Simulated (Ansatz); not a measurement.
```json
{"atom": "Ga", "x (Å)": "1.2812", "y (Å)": "-0.1798", "z (Å)": "1.9112"}
{"atom": "Ga", "x (Å)": "-0.2494", "y (Å)": "-1.9306", "z (Å)": "0.5864"}
{"atom": "Ga", "x (Å)": "-1.4783", "y (Å)": "0.1857", "z (Å)": "1.1700"}
{"atom": "Ga", "x (Å)": "-0.0302", "y (Å)": "-1.0524", "z (Å)": "-1.7963"}
{"atom": "Ga", "x (Å)": "1.8985", "y (Å)": "0.1715", "z (Å)": "-0.6730"}
{"atom": "Ga", "x (Å)": "0.2598", "y (Å)": "1.8762", "z (Å)": "0.1891"}
{"atom": "Ga", "x (Å)": "-1.6817", "y (Å)": "0.9294", "z (Å)": "-1.3875"}
```

Geometry: PBE-D4/def2-SVP.

Theory: UKS PBE0-D4/def2-SVP in Ansatz.

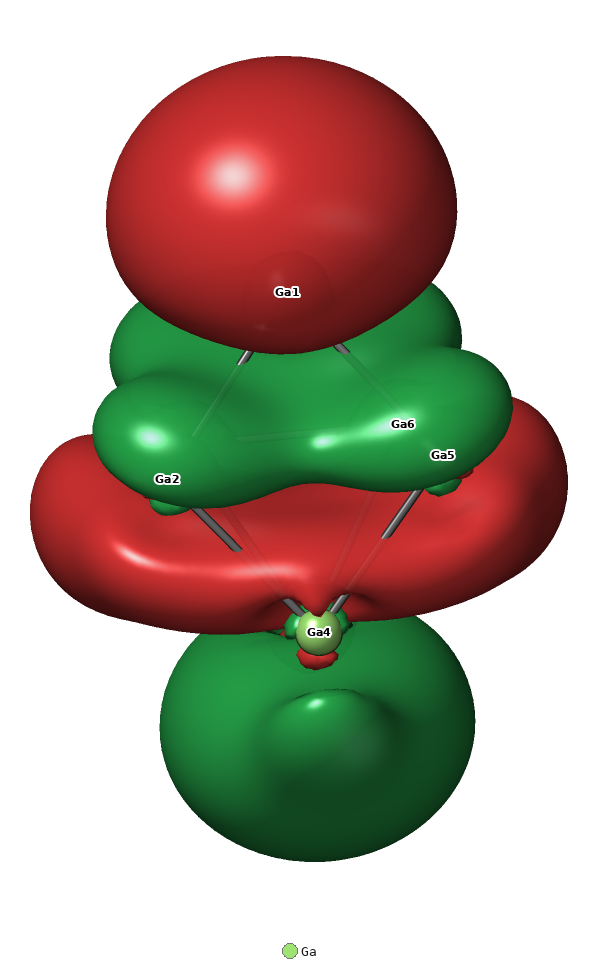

Ga7 (doublet). The LUMO (β) at ±0.04 Å⁻³ᐟ² (green and red are the two phases), seen at an oblique angle.

Question: Describe this orbital and give its energy.

Answer: It lies mainly on Ga1 (about 35 %), Ga7 (about 25 %), Ga3 (about 10 %) and Ga6 (about 10 %). Its energy is −2.96 eV.
